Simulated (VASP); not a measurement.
Band structure of PbI$_{2}$ (1T layered). Calculation: optB86b-vdW, VASP's PBE PAW potentials (set 64) (plane waves; VASP).

Unless said otherwise, spin-orbit coupling is left out, though it shifts the bands of the heavy elements here.

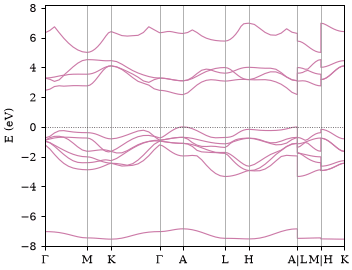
Bands along high-symmetry lines, zero at the valence-band maximum or, without a gap, the Fermi level

Q: Read the plot: is there a gap, and where are the band edges?

A: The gap is direct, 2.17 eV, from the valence maximum at A to the conduction minimum at A. (Edges off the drawn lines would not show.)

Measured: gap 2.40 eV (computed value off by -0.23 eV), as given by Wikipedia, List of semiconductor materials.

The compound is PbI2 in the 1T layered structure. It was relaxed first.
